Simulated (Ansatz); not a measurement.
## RbH3Pb (model cell, started as cubic perovskite with Pb in the octahedra): relaxing the cell for a phonon run

Aim: bring RbH3Pb (model cell, started as cubic perovskite with Pb in the octahedra) to small forces and stress, as phonons need.

Main program and level: Ansatz 0.2.0; DFT PBEsol, scalar-relativistic, plane waves, PAW; PAW set soft_1.

The structure was built from a prototype and need not be the compound's stable phase.

## Step 1: Set-up

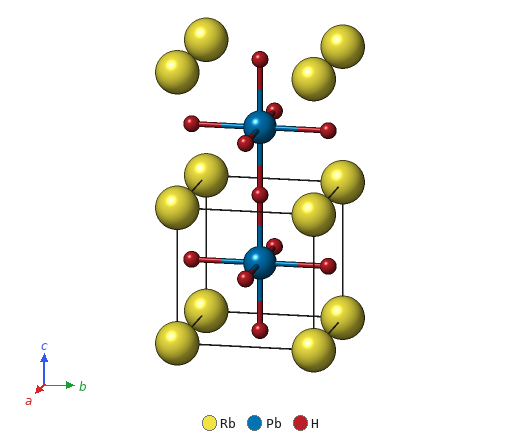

Start, viewed slightly off an axis; rubidium yellow, lead blue, hydrogen red. 1×1×2 cells are drawn. Some periodic images of atoms are drawn too.

## Step 2: Probe on a coarse mesh

A quick single point on a coarse mesh tells whether the cell has a gap and how far it is from rest, which sets the k mesh and smearing that follow.

File input.yaml:

```yaml
crystal:
  lattice:
    - [4.9784, 0.0, 0.0]
    - [0.0, 4.9784, 0.0]
    - [0.0, 0.0, 4.9784]
  atoms:
    - { symbol: Rb, position: [0.0, 0.0, 0.0] }
    - { symbol: Pb, position: [0.5, 0.5, 0.5] }
    - { symbol: H, position: [0.5, 0.5, 0.0] }
    - { symbol: H, position: [0.5, 0.0, 0.5] }
    - { symbol: H, position: [0.0, 0.5, 0.5] }
kpoints:
  mp_grid: { grid: [4, 4, 4] }
hamiltonian:
  xc: pbesol
  pseudopotentials: { kind: paw, azcp: { folder: soft_1 }, xc_functional: pbe }
scf:
  occupations: { method: gaussian, width: 0.1 }
output:
  forces: true
  stress: true
  eigenvalues: true
```

On the command line:

```bash
$ ansatz run input.yaml --threads 4 --pin off --max-ram 16384MiB --backend cpu --events-out ev --progress --plain --runs-dir out
```

Numbers of over 12 decimals in the logs are rounded to 6 here.

The program printed:

```text
Engine: ansatz 0.2.0, aarch64-unknown-linux-gnu
Pseudopotentials: kind: paw
Pseudopotential: Rb, paw, valence charge 9, recommended cutoff 420 eV (normal), soft_1/Rb.paw.azcp
Pseudopotential: Pb, paw, valence charge 14, recommended cutoff 420 eV (normal), soft_1/Pb.paw.azcp
Pseudopotential: H, paw, valence charge 1, recommended cutoff 420 eV (normal), soft_1/H.paw.azcp
Functional definition: PBEsol
[...]
k-point 0: bands = [... 9 lower, -5.5587, 1.9071, 1.9071, 2.9946, 4.0255, 4.0255, 4.0255, 8.5058, ... 1 higher]
  k-point 1: bands = [... 9 lower, -5.3753, 0.5038, 1.9934, 2.8354, 4.0694, 4.0694, 6.4332, 7.6911, ... 1 higher]
  k-point 2: bands = [... 9 lower, -5.1634, -0.4258, 2.0874, 3.0823, 4.1119, 4.1119, 6.7443, 7.1152, ... 1 higher]
  k-point 9: bands = [... 9 lower, -4.5388, -0.1007, -0.1007, -0.1007, 6.7919, 6.7919, 6.7919, 8.8731, ... 1 higher]
[key lines of the parts left out:]
SCF converged after 8 iterations
Free energy (F): -15019.972451 eV
Fermi energy:    3.553665 eV
P = ⅓ Tr σ = -3.9013 GPa (-39.013 kbar)
```

Wall time 1.3 s (4 threads of Arm Neoverse V1, shared host); peak memory 0.36 GiB.

A gap read on the k-mesh alone can miss the band edges.

Numbers from this step:

- pressure: -3.901 GPa
- gap on the k-mesh: 0.9432 eV
- volume per atom: 24.68 Å³
- direct gap on mesh: 1.030 eV

The coarse mesh shows a gap of 0.94 eV and a pressure of -3.9 GPa.

## Step 3: Bringing the structure to rest, k-mesh 6×6×6, smearing width 0.02 eV

The cell and atoms are relaxed, since residual forces and stress would shift the frequencies.

input.yaml, the sections that differ from step 2:

```yaml
kpoints:
  mp_grid: { grid: [6, 6, 6] }
scf:
  occupations: { method: gaussian, width: 0.02 }
relax:
  adjacent_minimum: "off"
  f_tol: 0.005
  max_steps: 80
  cell: { stress_tol: 0.05 }
# crystal, hamiltonian, output: as in step 2
```

The program printed:

```text
[...]
Crystal: 5 atoms, lattice volume = 123.387 Å³
Basis set: ecut = 420 eV, 2469 PW (Γ), exchange–correlation on 72×72×72 points (8 copies of the dense FFT grid, shifted against one another)
Bands: 18, of which v1, the nominal top of the filled ones, is band 13 counted from 1 (12 counted from 0)
Symmetry: 48 space group operations
[...]
k-points: 20 of 216
[...]
SCF iter   1: F=—  HF=-15021.905028 eV  |F-HF|=—  |Δ(HF+E_count)|=         —  Δρ=4.49e-2  dr2=4.45e0  ethr=3.10e-3  ⟨swp⟩=6.4  Hψ=2080  notcnv=0
[...]
SCF iter   8: F=-15020.101363 eV  HF=-15020.101363 eV  |F-HF|=1.84e-9  |Δ(HF+E_count)|=   1.08e-7  Δρ=2.46e-6  dr2=5.58e-9  ethr=3.85e-10  ⟨swp⟩=12.2  Hψ=2050  notcnv=0
SCF 1 converged in 8 iterations: F = -15020.101363 eV  dr2 = 5.58e-9
[...]
relax step   1: F+E_penalty+E_count = -15020.10136319 eV  Δ(F+E_penalty+E_count) = +0.000e0 eV  max|allowed force component| = 2.623e-28 eV/Å  Δτ_max = 0.0000 Å  P = -4.306 GPa  Ω = 123.387 Å³  (8 SCF iters, dr2 threshold 1.00e-7 eV, accepted)
Crystal: 5 atoms, lattice volume = 106.239 Å³
Basis set: ecut = 420 eV, 2103 PW (Γ), exchange–correlation on 72×72×72 points (8 copies of the dense FFT grid, shifted against one another)
[...]
iter 1 solved again at ethr=1.24e-4 eV; its pass at ethr=3.10e-3 eV (dr2=3.23e-2 eV) is discarded
[...]
SCF iter   5: F=-15020.489685 eV  HF=-15020.489685 eV  |F-HF|=9.11e-8  |Δ(HF+E_count)|=   1.37e-5  Δρ=1.90e-5  dr2=4.42e-7  ethr=1.92e-9  ⟨swp⟩=5.8  Hψ=2049  notcnv=0
SCF 2 converged in 5 iterations: F = -15020.489685 eV  dr2 = 4.42e-7
relax step   2: F+E_penalty+E_count = -15020.48968502 eV  Δ(F+E_penalty+E_count) = -3.883e-1 eV  max|allowed force component| = 2.360e-29 eV/Å  Δτ_max = 0.0000 Å  P = -2.628 GPa  Ω = 106.239 Å³  energy of the carried Pulay correction = +3.835e-3 eV  (5 SCF iters, dr2 threshold 5.00e-7 eV, accepted)
Crystal: 5 atoms, lattice volume = 90.730 Å³
Basis set: ecut = 420 eV, 1791 PW (Γ), exchange–correlation on 72×72×72 points (8 copies of the dense FFT grid, shifted against one another)
[...]
SCF iter   6: F=-15020.602679 eV  HF=-15020.602679 eV  |F-HF|=2.21e-8  |Δ(HF+E_count)|=   9.00e-7  Δρ=1.71e-5  dr2=2.40e-7  ethr=1.92e-9  ⟨swp⟩=7.2  Hψ=1805  notcnv=0
SCF 3 converged in 6 iterations: F = -15020.602679 eV  dr2 = 2.40e-7
relax step   3: F+E_penalty+E_count = -15020.60267935 eV  Δ(F+E_penalty+E_count) = -1.130e-1 eV  max|allowed force component| = 1.010e-29 eV/Å  Δτ_max = 0.0000 Å  P = +0.659 GPa  Ω = 90.730 Å³  energy of the carried Pulay correction = +7.835e-3 eV  (6 SCF iters, dr2 threshold 5.00e-7 eV, accepted)
[...]
relax step   4: F+E_penalty+E_count = -15020.60794985 eV  Δ(F+E_penalty+E_count) = -5.270e-3 eV  max|allowed force component| = 5.422e-29 eV/Å  Δτ_max = 0.0000 Å  P = -0.036 GPa  Ω = 93.462 Å³  energy of the carried Pulay correction = +7.088e-3 eV  (5 SCF iters, dr2 threshold 5.00e-7 eV, accepted)
[...]
relax step   5: F+E_penalty+E_count = -15020.60467798 eV  Δ(F+E_penalty+E_count) = +3.272e-3 eV  max|allowed force component| = 2.735e-29 eV/Å  Δτ_max = 0.0000 Å  P = -0.072 GPa  Ω = 93.462 Å³  stress off target by 7.21e-2 GPa  SCF on the basis re-selected at this cell (its energy is not comparable with the rows above)  (5 SCF iters)
[...]
relax step   6: F+E_penalty+E_count = -15020.60481621 eV  Δ(F+E_penalty+E_count) = -1.382e-4 eV  max|allowed force component| = 1.016e-29 eV/Å  Δτ_max = 0.0000 Å  P = +0.012 GPa  Ω = 93.171 Å³  energy of the carried Pulay correction = +8.303e-5 eV  (4 SCF iters, dr2 threshold 1.30e-8 eV, accepted)
[...]
SCF iter   1: F=—  HF=-15020.604662 eV  |F-HF|=—  |Δ(HF+E_count)|=         —  Δρ=1.05e-5  dr2=2.19e-8  ethr=4.03e-7  ⟨swp⟩=3.5  Hψ=3093  notcnv=0
eigensolver tolerance schedule: the retry pair's looser diagonalisation over-reported the residual by 4787.38 of it (diagonalisation noise at 1.65 of the residual, at the tolerance the schedule requests for it); recorded, not acted on — ethr = c·dr2/N_el stays at c = 1.0e-1
[...]
SCF iter   2: F=—  HF=-15020.604668 eV  |F-HF|=—  |Δ(HF+E_count)|=   6.12e-6  Δρ=5.48e-6  dr2=7.12e-9  ethr=8.42e-11  ⟨swp⟩=3.3  Hψ=869  notcnv=0
[...]
SCF iter   4: F=-15020.604668 eV  HF=-15020.604668 eV  |F-HF|=2.36e-11  |Δ(HF+E_count)|=  1.62e-10  Δρ=1.38e-7  dr2=3.66e-11  ethr=1.00e-12  ⟨swp⟩=6.1  Hψ=1540  notcnv=0
SCF 7 converged in 4 iterations: F = -15020.604668 eV  dr2 = 3.66e-11
relax step   7: F+E_penalty+E_count = -15020.60466787 eV  Δ(F+E_penalty+E_count) = +1.483e-4 eV  max|allowed force component| = 5.724e-29 eV/Å  Δτ_max = 0.0000 Å  P = +0.011 GPa  Ω = 93.171 Å³  stress off target by 1.12e-2 GPa  SCF on the basis re-selected at this cell (its energy is not comparable with the rows above)  (4 SCF iters)
[...]
SCF converged after 4 iterations
Free energy (F): -15020.604668 eV
[...]
Internal energy: -15020.604433 eV  (E = F + TS)
E sigma→0 (E₀):  -15020.604550 eV
Entropy (-TS):   -0.000235 eV (-0.047 meV/atom)
Fermi energy:    6.457484 eV
[...]
--- Stress (GPa, compression-positive) ---
        0.011242       0.000000      -0.000000
        0.000000       0.011242       0.000000
       -0.000000       0.000000       0.011242
  P = ⅓ Tr σ = 0.0112 GPa (0.112 kbar)
--- Band table (eV; the first three rows and the last of 20) ---
  k-point 0: bands = [... 9 lower, -4.1091, 3.8694, 3.8694, 6.5130, 6.5130, 6.5130, 6.5332, 11.0159, ... 1 higher]
  k-point 1: bands = [... 9 lower, -3.9110, 2.9086, 3.9387, 5.7938, 6.5076, 6.5076, 8.7135, 10.3722, ... 1 higher]
  k-point 2: bands = [... 9 lower, -3.4777, 1.4615, 4.0911, 6.0957, 6.4877, 6.4877, 9.4643, 9.9417, ... 1 higher]
  k-point 19: bands = [... 9 lower, -2.1155, 1.2235, 1.2235, 1.2235, 9.4668, 9.4668, 9.4668, 12.4226, ... 1 higher]
--- Relaxed structure (5 steps of the walk, 5 accepted, 2 SCFs on fresh bases) ---
  F+E_penalty+E_count = -15020.60466787 eV   max|allowed force component| = 5.724e-29 eV/Å   (the final SCF, on the basis selected at the relaxed cell)
  cell:  # Å, volume = 93.1708 Å³
    - [4.533426, 0, 0]
    - [0, 4.533426, 0]
    - [0, 0, 4.533426]
  atoms:
    - { symbol: Rb, position: [0, 0, 0] }
    - { symbol: Pb, position: [0.5, 0.5, 0.5] }
    - { symbol: H, position: [0.5, 0.5, 0] }
    - { symbol: H, position: [0.5, 0, 0.5] }
    - { symbol: H, position: [0, 0.5, 0.5] }
```

Run time: 5.9 s. Hardware: 4 threads; peak memory 0.42 GiB; 21 s of CPU time.

Step by step:

```csv
step,energy less that of the first step (eV),largest force component (eV/Å),pressure (GPa),volume (Å³)
1,0.0000,0.0000,-4.31,123.39
2,-0.3883,0.0000,-2.63,106.24
3,-0.5013,0.0000,0.66,90.73
4,-0.5066,0.0000,-0.04,93.46
5*,-0.5033,0.0000,-0.07,93.46
6,-0.5035,0.0000,0.01,93.17
7*,-0.5033,0.0000,0.01,93.17
```

Relaxation steps marked * repeat the geometry before them on a plane-wave basis chosen anew for their cell, so energy and pressure can jump there.

The run keeps the 48 symmetry operations that it works with, so distortions that break them were not tested.

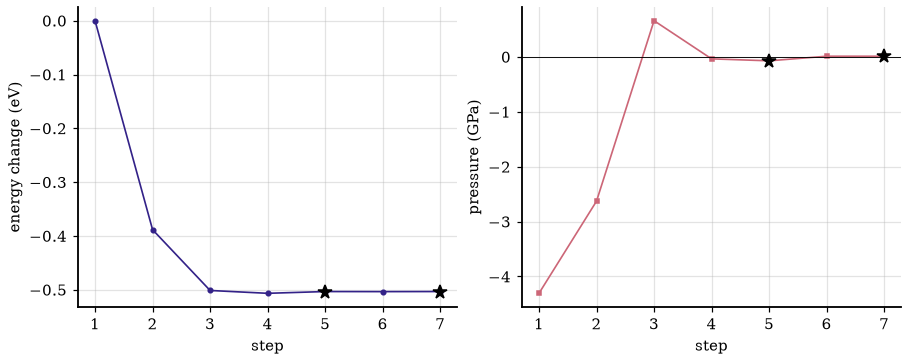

Energy and pressure along the relaxation. Stars mark steps on a basis chosen anew.

```csv
"conventional cell, symmetrised",before,after,change
a (Å),4.978,4.533,-8.9 %
b (Å),4.978,4.533,-8.9 %
c (Å),4.978,4.533,-8.9 %
volume (Å³/atom),24.68,18.63,-24.5 %
```

Numbers from this step:

* pressure: 0.01124 GPa
* volume per atom: 18.63 Å³
* gap on the k-mesh: 0 eV

In this step the volume went from 24.68 to 18.63 Å³/atom.

## Step 4: Relaxation, k-mesh 8×8×8, smearing width 0.1 eV

The relaxation is repeated from its end, on the mesh and smearing that suit the cell and gap now reached.

input.yaml, the sections that differ from step 3:

```yaml
crystal:
  lattice:
    - [4.5334261948, 0.0, 0.0]
    - [0.0, 4.5334261948, 0.0]
    - [0.0, 0.0, 4.5334261948]
  atoms:
    - { symbol: Rb, position: [0.0, 0.0, 0.0] }
    - { symbol: Pb, position: [0.5, 0.5, 0.5] }
    - { symbol: H, position: [0.5, 0.5, 0.0] }
    - { symbol: H, position: [0.5, 0.0, 0.5] }
    - { symbol: H, position: [0.0, 0.5, 0.5] }
kpoints:
  mp_grid: { grid: [8, 8, 8] }
scf:
  occupations: { method: gaussian, width: 0.1 }
# hamiltonian, output, relax: as in step 3
```

The program printed:

```text
[...]
Crystal: 5 atoms, lattice volume = 93.171 Å³
Basis set: ecut = 420 eV, 1839 PW (Γ), exchange–correlation on 64×64×64 points (8 copies of the dense FFT grid, shifted against one another)
Bands: 18, of which v1, the nominal top of the filled ones, is band 13 counted from 1 (12 counted from 0)
[... 1 set-up line as in the run before ...]
[...]
k-points: 35 of 512
[...]
--- Relaxed structure (2 steps of the walk, 2 accepted, 1 SCFs on fresh bases) ---
[...]
cell:  # Å, volume = 92.0114 Å³
    - [4.514543, 0, 0.0]
    - [0, 4.514543, 0.0]
    - [0.0, 0.0, 4.514543]
  atoms:
    - { symbol: Rb, position: [0, 0, 0] }
    - { symbol: Pb, position: [0.5, 0.5, 0.5] }
    - { symbol: H, position: [0.5, 0.5, 0] }
    - { symbol: H, position: [0.5, 0, 0.5] }
    - { symbol: H, position: [0, 0.5, 0.5] }
[key lines of the parts left out:]
SCF converged after 5 iterations
Free energy (F): -15020.669057 eV
Fermi energy:    6.501218 eV
P = ⅓ Tr σ = -0.0283 GPa (-0.283 kbar)
```

Elapsed: 3.3 s, on 4 threads; peak memory 0.41 GiB; 12 s of CPU time.

Step by step:

```
step  energy less that of the first step (eV)  largest force component (eV/Å)  pressure (GPa)  volume (Å³)
   1                                   0.0000                          0.0000           -0.33        93.17
   2                                  -0.0016                          0.0000           -0.03        92.01
  3*                                  -0.0013                          0.0000           -0.03        92.01
```

Relaxation steps marked * repeat the geometry before them on a plane-wave basis chosen anew for their cell, so energy and pressure can jump there.

Forces are held to the 48 operations that the run works with; a distortion that breaks them can't arise in this run.

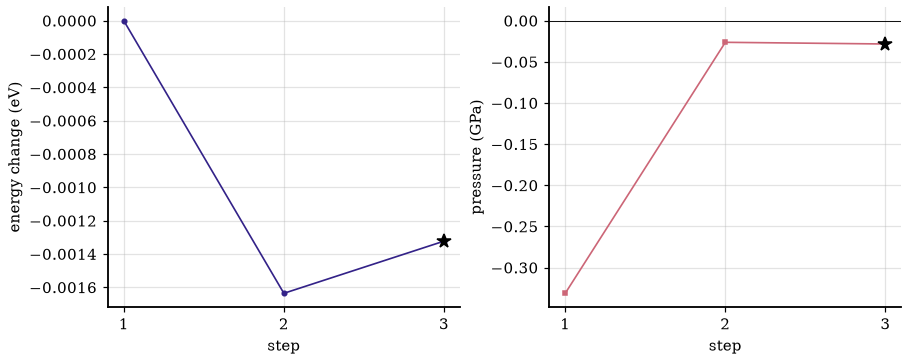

Energy and pressure along the relaxation. Stars mark steps on a basis chosen anew.

| conventional cell, symmetrised | before | after | change |
| --- | --- | --- | --- |
| a (Å) | 4.533 | 4.515 | -0.4 % |
| b (Å) | 4.533 | 4.515 | -0.4 % |
| c (Å) | 4.533 | 4.515 | -0.4 % |
| volume (Å³/atom) | 18.63 | 18.40 | -1.2 % |

The relaxed structure:

```xyz
5
Lattice="4.5145 0.0000 0.0000 0.0000 4.5145 0.0000 0.0000 0.0000 4.5145" Properties=species:S:1:pos:R:3 pbc="T T T"
Rb    0.0000    0.0000    0.0000
Pb    2.2573    2.2573    2.2573
H     2.2573    2.2573    0.0000
H     2.2573    0.0000    2.2573
H     0.0000    2.2573    2.2573
```

Numbers from this step:

```yaml
pressure: -0.02830 GPa
volume_per_atom: 18.40 Å³
```

In this step the volume went from 18.63 to 18.40 Å³/atom.

## Step 5: Tight relaxation

Phonons need a cell at rest on their own settings, so the relaxation is repeated with tight tolerances on forces and stress, using the mesh and the filling of the phonon run that follows.

File input.yaml:

```yaml
crystal:
  lattice:
    - [4.514543125, 0.0, 0.0]
    - [0.0, 4.514543125, 0.0]
    - [0.0, 0.0, 4.514543125]
  atoms:
    - { symbol: Rb, position: [0.0, 0.0, 0.0] }
    - { symbol: Pb, position: [0.5, 0.5, 0.5] }
    - { symbol: H, position: [0.5, 0.5, 0.0] }
    - { symbol: H, position: [0.5, 0.0, 0.5] }
    - { symbol: H, position: [0.0, 0.5, 0.5] }
kpoints:
  mp_grid: { grid: [8, 8, 8] }
hamiltonian:
  xc: pbesol
  pseudopotentials: { kind: paw, azcp: { folder: soft_1 }, xc_functional: pbe }
scf:
  occupations: { method: methfessel_paxton, width: 0.2 }
output:
  forces: true
  stress: true
  eigenvalues: true
  write_density: true
  write_potential: true
  elf: true
  volumetric_format: npy
relax:
  adjacent_minimum: "off"
  f_tol: 0.001
  max_steps: 60
  cell: { stress_tol: 0.01 }
```

The program printed:

```text
[...]
Crystal: 5 atoms, lattice volume = 92.011 Å³
Basis set: ecut = 420 eV, 1791 PW (Γ), exchange–correlation on 64×64×64 points (8 copies of the dense FFT grid, shifted against one another)
Bands: 18, of which v1, the nominal top of the filled ones, is band 13 counted from 1 (12 counted from 0)
[... 1 set-up line as in the run before ...]
[...]
k-points: 35 of 512
[...]
--- Relaxed structure (2 steps of the walk, 2 accepted, 1 SCFs on fresh bases) ---
[...]
cell:  # Å, volume = 91.9074 Å³
    - [4.512842, 0, 0]
    - [0, 4.512842, 0]
    - [0, 0, 4.512842]
  atoms:
    - { symbol: Rb, position: [0, 0, 0] }
    - { symbol: Pb, position: [0.500000, 0.500000, 0.500000] }
    - { symbol: H, position: [0.500000, 0.500000, 0] }
    - { symbol: H, position: [0.500000, 0, 0.500000] }
    - { symbol: H, position: [0, 0.500000, 0.500000] }
[key lines of the parts left out:]
SCF converged after 5 iterations
Free energy (F): -15020.666144 eV
Fermi energy:    6.512092 eV
P = ⅓ Tr σ = -0.0025 GPa (-0.025 kbar)
```

Wall time 3.5 s (4 threads); peak memory 0.41 GiB; 12 s of CPU time.

Little changed from the start: no atom moved by 0.005 Å and no cell edge by 0.1 %.

Numbers from this step:

| Property | Result |
| --- | --- |
| pressure | -0.002498 GPa |
| volume per atom | 18.38 Å³ |

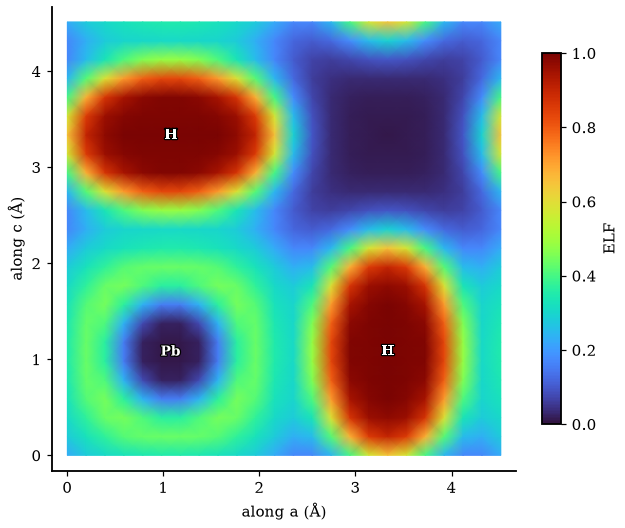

ELF in the ac plane at fractional y = 0.500, with atoms of Pb and H within 0.2 Å of it. It is the smooth field of the valence electrons, not physical close to the nuclei. The map starts off the cell's origin, so that atoms lie inside it.

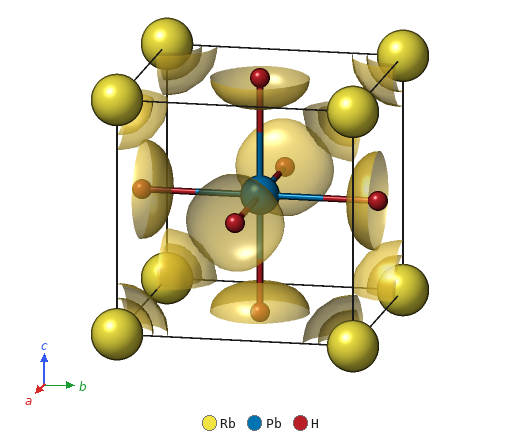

Surface of ELF = 0.85.

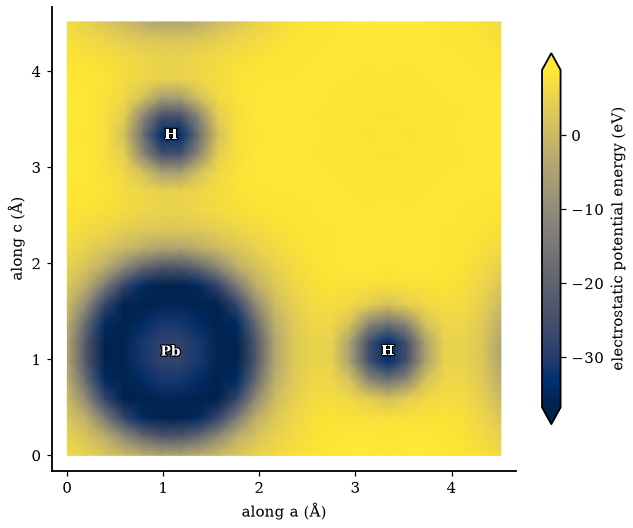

Electrostatic potential energy in the ac plane at fractional y = 0.500, with atoms of Pb and H within 0.2 Å of it. With pseudopotentials it is smooth inside the atoms' cores, unlike the true potential. The map starts off the cell's origin, so that atoms lie inside it.

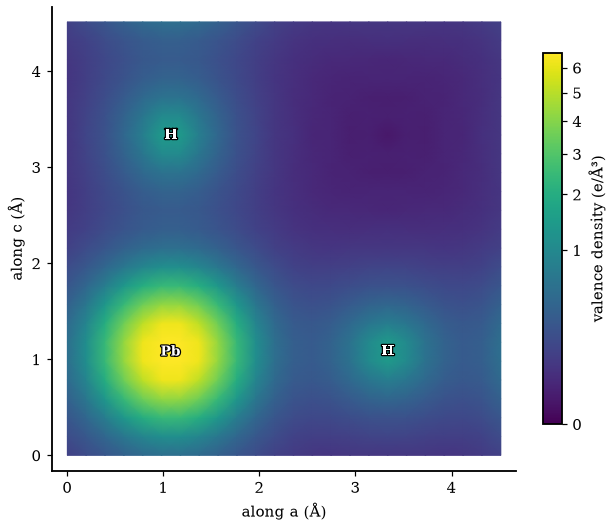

Valence density in the ac plane at fractional y = 0.500, with atoms of Pb and H within 0.2 Å of it. It is the smooth field of the valence electrons, not physical close to the nuclei. The map starts off the cell's origin, so that atoms lie inside it. The colour scale is stretched toward low values.

The forces vanish by symmetry and the pressure is -0.002 GPa, within the tolerances set. The cell now holds 18.38 Å³/atom.

## Step 6: Results

| Item | Value |
| --- | --- |
| space group after relaxation (within 0.01 Å) | Pm-3m |
| lattice constant a | 4.513 Å |
| lattice constant b | 4.513 Å |
| lattice constant c | 4.513 Å |
| volume per atom | 18.4 Å³ |

What this shows: The forces vanish by symmetry and the pressure is -0.002 GPa, within the tolerances set. The cell now holds 18.38 Å³/atom. The relaxation keeps the symmetry of its start, so it says nothing on stability against lower symmetry. Spin-orbit coupling is left out, which can matter for the heavy elements here. The PAW files were made for PBE and serve the other functionals too. The starting cell was built on a prototype and not taken from a measurement, so the phase need not exist.

[Logs are printed without paths, hosts, clocks, repeated set-up lines and the standing remarks that a program may print on its own settings, such as how far it seeks lower states.]

[Hosts, paths, dates, database ids (printed as entryN), source tags and the programs' standing remarks are cut or masked in the printed files.]
